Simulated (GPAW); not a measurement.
Calculation of the molecule and its ions, with input and output: InNH4O (part 2 of 2)

Continued. System: InNH4O. Method: PBE/real-space grid, scalar-relativistic datasets (GPAW 26.7.0). The geometry comes from this level: GFN2-xTB.

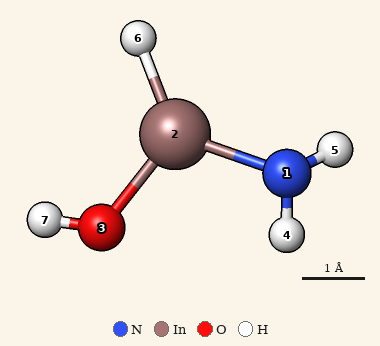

**Figure 1.** The input geometry (ball-and-stick view, seen at a tilt; atoms are numbered from 1 in the order of the input). Sticks mark near contacts.

Output, continued:
```
Diagonalizing LCAO Hamiltonian
Converting LCAO to fd mode
        .-------------------------------.
       /|                               |
      / |                               |
     /  |                               |
    /   |                               |
   /    |                               |
  /     |                               |
 *      |                               |
 |      |              H                |
 |      |                               |
 |      |            In                 |
 |      |                H              |
 |      |       H N    O                |
 |      |        H                      |
 |      |                               |
 |      .-------------------------------.
 |     /                               /
 |    /                               /
 |   /                               /
 |  /                               /
 | /                               /
 |/                               /
 *-------------------------------*

Atoms  # Å, Bohr magnetons
|   | symbol |        x |        y |        z |    initial magnetic moments |
|---|--------|----------|----------|----------|-----------------------------|
| 0 |      N | 5.420390 | 6.621700 | 4.903570 | ( 0.0000,  0.0000,  0.1429) |
| 1 |     In | 6.783680 | 6.383940 | 6.399610 | ( 0.0000,  0.0000,  0.1429) |
| 2 |      O | 7.761750 | 4.727550 | 6.107090 | ( 0.0000,  0.0000,  0.1429) |
| 3 |      H | 5.314290 | 5.693280 | 4.500000 | ( 0.0000,  0.0000,  0.1429) |
| 4 |      H | 4.500000 | 6.919970 | 5.212350 | ( 0.0000,  0.0000,  0.1429) |
| 5 |      H | 7.233390 | 7.409910 | 7.682440 | ( 0.0000,  0.0000,  0.1429) |
| 6 |      H | 8.503720 | 4.500000 | 6.663990 | ( 0.0000,  0.0000,  0.1429) |

Unit cell  # Å
| periodic |         x |         y |         z |   lengths |    angles |
|----------|-----------|-----------|-----------|-----------|-----------|
|       no | 13.003720 |  0.000000 |  0.000000 | 13.003720 | 90.000000 |
|       no |  0.000000 | 11.909910 |  0.000000 | 11.909910 | 90.000000 |
|       no |  0.000000 |  0.000000 | 12.182440 | 12.182440 | 90.000000 |

Number of symmetries: 1
Symmetry operations  # r_c * U_cc + t_c -> r_c
|   | kind |            matrix            |
|---|------|------------------------------|
| 0 |  E   |  1, 0, 0,  0, 1, 0,  0, 0, 1 |

BZ-sampling:
  Number of BZ points: 1
  Number of IBZ points: 1

  Monkhorst-Pack size: [1, 1, 1]
  Monkhorst-Pack shift: [0, 0, 0]

K-points  # in reciprocal-cell coordinates
|   |                                coordinates |     weight |
|---|--------------------------------------------|------------|
| 0 | (  0.00000000,   0.00000000,   0.00000000) | 1.00000000 |

Uniform wave function grid shape: (np.int64(51), np.int64(47), np.int64(47))
Spin-components: 2 (collinear spins)
Bands:           21
Projectors:      28
Spin-degeneracy: 1
Datatype:        float64

  Storage: CPU
  Wave functions: 37_853_424 bytes (37_853_424 per core)

Parallelization:
  kpt:    1
  domain: 1
  band:   1

Density:
  Valence electrons: 28.0
  Components: 2
  Grid points: [52 48 48]
  Charge: 1.0  # |e|

Potential:
  Grid points: [52 48 48]

species:
  N:
    name:    Nitrogen
    Z:       7.0
    valence: 5
    core:    2
    charge:  0.0  # [|e|]
    file:    N.PBE.gz
    compensation charges:
      type: gauss
      rc: 0.18  # [Å]
      lmax: 2
    cutoffs:
      filter: 1.11  # [Å]
      core: 0.96  # [Å]
    projectors
    | kind |    occ | energy [eV] | rcut [Å] |
    |------|--------|-------------|----------|
    |   2s |  2.000 |     -18.583 |    0.603 |
    |   2p |  3.000 |      -7.089 |    0.529 |
    |    s |        |       8.629 |    0.603 |
    |    p |        |      20.123 |    0.529 |
    |    d |        |       0.000 |    0.577 |

    Using partial waves for N as LCAO basis

  In:
    name:    Indium
    Z:       49.0
    valence: 13
    core:    36
    charge:  0.0  # [|e|]
    file:    In.PBE.gz
    compensation charges:
      type: gauss
      rc: 0.36  # [Å]
      lmax: 2
    cutoffs:
      filter: 2.09  # [Å]
      core: 2.48  # [Å]
    projectors
    | kind |    occ | energy [eV] | rcut [Å] |
    |------|--------|-------------|----------|
    |   5s |  2.000 |      -8.203 |    1.185 |
    |   5p |  1.000 |      -2.521 |    1.244 |
    |   4d | 10.000 |     -18.629 |    1.148 |
    |    s |        |      19.008 |    1.185 |
    |    p |        |      24.691 |    1.244 |
    |    d |        |       8.583 |    1.148 |

    Using partial waves for In as LCAO basis

  O:
    name:    Oxygen
    Z:       8.0
    valence: 6
    core:    2
    charge:  0.0  # [|e|]
    file:    O.PBE.gz
    compensation charges:
      type: gauss
      rc: 0.21  # [Å]
      lmax: 2
    cutoffs:
      filter: 1.17  # [Å]
      core: 0.83  # [Å]
    projectors
    | kind |    occ | energy [eV] | rcut [Å] |
    |------|--------|-------------|----------|
    |   2s |  2.000 |     -23.961 |    0.688 |
    |   2p |  4.000 |      -9.029 |    0.598 |
    |    s |        |       3.251 |    0.688 |
    |    p |        |      18.182 |    0.598 |
    |    d |        |       0.000 |    0.619 |

    Using partial waves for O as LCAO basis

  H:
    name:    Hydrogen
    Z:       1.0
    valence: 1
    core:    0
    charge:  0.0  # [|e|]
    file:    H.PBE.gz
    compensation charges:
      type: gauss
      rc: 0.15  # [Å]
      lmax: 2
    cutoffs:
      filter: 0.85  # [Å]
      core: 0.53  # [Å]
    projectors
    | kind |    occ | energy [eV] | rcut [Å] |
    |------|--------|-------------|----------|
    |   1s |  1.000 |      -6.494 |    0.476 |
    |    s |        |      20.717 |    0.476 |
    |    p |        |       0.000 |    0.476 |

    Using partial waves for H as LCAO basis

Reference energy: -163547.954114  # eV

eigensolver:
  PPCG
  Converge bands: occupied
  niter=2

density mixing:
  MSR1-Mixer
  Pratt-step length: 0.05
  Maximum mixing coefficient: 0.75
  Old densities: 10
  SVD Regularization: 0.005
  Good broyden scale: 1.0
  Trust region scale: 1.0
  Backstep threshold: 4.0
  History deletion threshold: 6.0
  Fourier metric: weight=20.0, sigma=0.015

occupation numbers:
  Fixed magnetic moment: 1.000
  # Zero width

FastPoissonSolver using
    Stencil: 6*3+1=19 point O(h^6) finite-difference Laplacian
    FFT axes: []
    FST axes: [np.int64(1), np.int64(2), np.int64(0)]

xc functional:
  name: PBE with 2 nearest neighbor stencil
interpolation: tri-quintic # 5. degree polynomial

Initialization done in: 1.096 s

convergence criteria:
- Maximum [total energy] change in last 3 cyles: 0.0005 eV / valence electron
- Maximum integral of absolute [dens]ity change: 0.0001 electrons / valence electron
- Maximum integral of absolute [eigenst]ate change: 4e-08 eV^2 / valence electron
maximum number of iterations: 100

SCF iterations
|iter     |     time |      energy | eigst |  dens |  magmom |
|---------|----------|-------------|-------|-------|---------|
|iter:   1| 00:00:13 |  -33.321770 | +0.84 |       |  +0.9920|
|iter:   2| 00:00:15 |  -30.251348 | -0.21 | -0.56 |  +0.9924|
|iter:   3| 00:00:16 |  -24.997534 | +0.12 | -0.61 |  +0.9962|
|iter:   4| 00:00:17 |  -24.442332 | -0.11 | -0.85 |  +0.9973|
|iter:   5| 00:00:19 |  -23.284275 | -0.64 | -0.84 |  +0.9974|
|iter:   6| 00:00:20 |  -23.427633 | -0.83 | -0.99 |  +0.9996|
|iter:   7| 00:00:21 |  -22.916007 | -1.19 | -0.99 |  +0.9990|
|iter:   8| 00:00:22 |  -22.991530 | -1.74 | -1.35 |  +0.9995|
|iter:   9| 00:00:24 |  -23.000938 | -2.09 | -1.29 |  +0.9998|
|iter:  10| 00:00:25 |  -22.945990 | -2.40 | -1.35 |  +0.9999|
|iter:  11| 00:00:26 |  -22.948765 | -2.85 | -1.72 |  +1.0000|
|iter:  12| 00:00:28 |  -22.947831c| -3.07 | -1.80 |  +1.0000|
|iter:  13| 00:00:29 |  -22.947381c| -3.41 | -1.99 |  +1.0000|
|iter:  14| 00:00:30 |  -22.950523c| -3.15 | -2.10 |  +1.0000|
|iter:  15| 00:00:32 |  -22.946592c| -3.24 | -1.85 |  +1.0000|
|iter:  16| 00:00:33 |  -22.946655c| -4.06 | -2.31 |  +1.0000|
|iter:  17| 00:00:34 |  -22.946754c| -3.90 | -2.51 |  +1.0000|
|iter:  18| 00:00:36 |  -22.946871c| -4.11 | -2.89 |  +1.0000|
|iter:  19| 00:00:37 |  -22.946908c| -4.65 | -3.02 |  +1.0000|
|iter:  20| 00:00:38 |  -22.946910c| -5.19 | -3.34 |  +1.0000|
|iter:  21| 00:00:40 |  -22.946913c| -5.83 | -3.88 |  +1.0000|
|iter:  22| 00:00:41 |  -22.946913c| -6.45 | -3.97 |  +1.0000|
|iter:  23| 00:00:42 |  -22.946913c| -7.35 | -4.48c|  +1.0000|
|iter:  24| 00:00:43 |  -22.946913c| -7.83c| -4.89c|  +1.0000|

Converged in 24 steps
SCF loop duration: 30.473 s (1.270 s/step)
Energy contributions relative to reference atoms: (reference = -163547.954114)

Energy contributions:
  Kinetic:          49.555045
  Coulomb:         -51.137872
  Zero:              2.148279
  External:          0.000000
  Xc:              -23.512364
  Entropy:           0.000000
  Spinorbit:         0.000000
  ----------------------------
  Free energy:     -22.946913
  Extrapolated:    -22.946913

dipole moment: (6.322506, 6.260708, 6.128679)  # |e|*Ang

Total magnetic moment: (0.000000, 0.000000, 1.000000)

Local magnetic moments
|        x |        y |         z |
|----------|----------|-----------|
| 0.000000 | 0.000000 |  0.222718 |  # N    0
| 0.000000 | 0.000000 |  0.007916 |  # In   1
| 0.000000 | 0.000000 |  0.177636 |  # O    2
| 0.000000 | 0.000000 | -0.003270 |  # H    3
| 0.000000 | 0.000000 | -0.001733 |  # H    4
| 0.000000 | 0.000000 |  0.022581 |  # H    5
| 0.000000 | 0.000000 | -0.000315 |  # H    6

Fermi levels: -10.030, -12.705
Eigenvalues  # (at kpt = [0.000, 0.000, 0.000])
| band index |      eig [eV] | occ [0-1] |      eig [eV] | occ [0-1] |
|------------|---------------|-----------|---------------|-----------|
|          0 |       -30.256 |     1.000 |       -29.863 |     1.000 |
|        ... |               |           |               |           |
|          6 |       -24.760 |     1.000 |       -24.676 |     1.000 |
|          7 |       -18.647 |     1.000 |       -18.417 |     1.000 |
|          8 |       -17.877 |     1.000 |       -17.710 |     1.000 |
|          9 |       -16.106 |     1.000 |       -15.866 |     1.000 |
|         10 |       -14.848 |     1.000 |       -14.473 |     1.000 |
|         11 |       -14.298 |     1.000 |       -12.994 |     1.000 |
|         12 |       -13.647 |     1.000 |       -12.830 |     1.000 |
|         13 |       -13.038 |     1.000 |       -12.581 |     0.000 |
|         14 |        -7.479 |     0.000 |        -7.264 |     0.000 |
|         15 |        -7.028 |     0.000 |        -6.923 |     0.000 |
|         16 |        -5.322 |     0.000 |        -5.256 |     0.000 |
|         17 |        -4.553 |     0.000 |        -4.454 |     0.000 |
|         18 |        -3.535 |     0.000 |        -3.476 |     0.000 |
|         19 |        -3.251 |     0.000 |        -3.204 |     0.000 |
|         20 |        -2.690 |     0.000 |        -2.675 |     0.000 |

Gap: 5.102 eV
Transition (v -> c):
  (s=1, k=0, n=13, [0.00, 0.00, 0.00]) -> (s=0, k=0, n=14, [0.00, 0.00, 0.00])
No difference between direct/indirect transitions
vacuum-level: 0.000  # V
oxidised      -22.94691 eV
Vertical IP = 9.400 eV
```

This output came from the following input.

Input (H4InNO.py):
```python
from ase import Atoms
from gpaw import GPAW

molecule = Atoms(['N', 'In', 'O', 'H', 'H', 'H', 'H'],
    positions=[[ -1.082070,   0.585080,  -1.020580],
               [  0.281220,   0.347320,   0.475460],
               [  1.259290,  -1.309070,   0.182940],
               [ -1.188170,  -0.343340,  -1.424150],
               [ -2.002460,   0.883350,  -0.711800],
               [  0.730930,   1.373290,   1.758290],
               [  2.001260,  -1.536620,   0.739840]])
molecule.center(vacuum=4.5)

energies = {}
for name, charge, unpaired in [('neutral', 0, 0), ('oxidised', 1, 1)]:
    molecule.set_initial_magnetic_moments([unpaired / len(molecule)] * len(molecule))
    dft = GPAW(mode='fd',
               h=0.25,
               xc='PBE',
               charge=charge,
               occupations={'name': 'fermi-dirac', 'width': 0.0, 'fixmagmom': unpaired > 0},
               maxiter=100,
               symmetry='off',
               txt='-')
    molecule.calc = dft
    energies[name] = molecule.get_potential_energy()
    print(f'{name:10} {energies[name]:12.5f} eV')

ip = energies['oxidised'] - energies['neutral']
print(f'Vertical IP = {ip:.3f} eV')
```

Run as:
```bash
OMP_NUM_THREADS=1 python H4InNO.py
```

Summary:

```csv
quantity,value
outcome,converged
ionisation energy,9.40 eV
hardware,"1 thread of Arm Neoverse V2, 24 GiB of memory available, shared host"
wall time,43 s
peak memory,0.69 GiB
```

On so coarse a grid the energy depends on the position of the molecule, which gives spurious forces.
